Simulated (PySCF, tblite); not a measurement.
# C4H9NOSi: geometry, infrared bands and NMR shifts

Aim: predict the infrared bands and NMR shifts of C4H9NOSi (`CC(=O)[SiH]1CNC1`).

Computed with tblite 0.8.0 and PySCF 2.14.0, with density-fitted response routines of our own, on a single molecule in the gas phase. Atoms count from 0, in the outputs and in this text.

## Step 1: The starting structure

16 atoms, charge 0, multiplicity 1; geometry from: force field or distance geometry start.

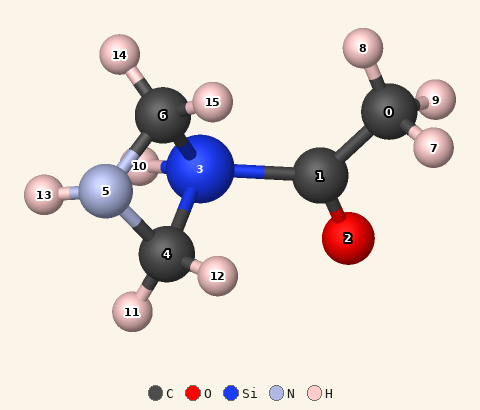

The starting geometry (carbon dark grey, oxygen red, silicon blue, nitrogen light blue, hydrogen pink), atoms numbered; sticks join atoms by distance.

## Step 2: Geometry optimisation with GFN2-xTB

Job settings and geometry (Å):

```
{"job": {"kind": "relax", "xc": "GFN2-xTB", "basis": "xTB"}, "charge": 0, "multiplicity": 1}
C      2.448600     0.086200     0.418700
C      1.389100    -0.742600    -0.197000
O      1.684900    -1.922200    -0.422900
Si    -0.281400    -0.167800    -0.616900
C     -1.531300    -0.783200     0.622500
N     -2.255200     0.488500     0.624100
C     -1.014400     1.208000     0.342400
H      2.629200    -0.283400     1.465900
H      2.272300     1.165200     0.388300
H      3.391900    -0.188300    -0.111800
H     -0.705700    -0.334100    -2.004400
H     -2.104100    -1.629700     0.195000
H     -1.189100    -0.985100     1.642400
H     -2.939800     0.466200    -0.132300
H     -1.258100     2.119900    -0.250300
H     -0.544400     1.511400     1.292500
```

Started as:

```sh
OMP_NUM_THREADS=1 python probes_run.py task.json out
```

One launch serves the whole session: the jobs run in the order shown.

**Question.** This job is followed by: GFN2-xTB harmonic vibrations, gas phase; GIAO PBE0/pcSseg-1 NMR shielding, non-relativistic, gas phase. What will the session give for the following? strongest single infrared mode (GFN2-xTB); zero-point energy (GFN2-xTB); 13C shifts against TMS (PBE0/pcSseg-1, means over atoms taken as alike); 1H shifts against TMS (PBE0/pcSseg-1, means over atoms taken as alike); 17O shifts against H2O (PBE0/pcSseg-1); 29Si shifts against TMS (PBE0/pcSseg-1); 15N shifts against NH3 (PBE0/pcSseg-1).

**Answer**, as computed:

| quantity | value |
| --- | --- |
| strongest single infrared mode (GFN2-xTB) | 2283 cm⁻¹, 339 km/mol |
| zero-point energy (GFN2-xTB) | 77.5 kcal/mol |
| 13C shifts against TMS (PBE0/pcSseg-1, means over atoms taken as alike) | 243.3, 44.7, 39.7 ppm |
| 1H shifts against TMS (PBE0/pcSseg-1, means over atoms taken as alike) | 4.63, 3.56, 3.30, 2.88, 0.78 ppm |
| 17O shifts against H2O (PBE0/pcSseg-1) | 859.9 ppm |
| 29Si shifts against TMS (PBE0/pcSseg-1) | -27.8 ppm |
| 15N shifts against NH3 (PBE0/pcSseg-1) | 34.0 ppm |

The optimisation took 146 steps and gained 1.011 eV; among the close pairs (by a distance rule), C1–Si3 changed most, from 1.816 to 1.924 Å. No mode is imaginary among the 42: a minimum at this level. The strongest single mode, at 2283 cm⁻¹, moves mainly H10. GFN2-xTB is a fitted tight-binding method: band positions and strengths are rough. Its intensities can rank the bands wrongly. At PBE0/pcSseg-1: The widest tensor belongs to O2: span 1764 ppm, with a paramagnetic part of -921 ppm.
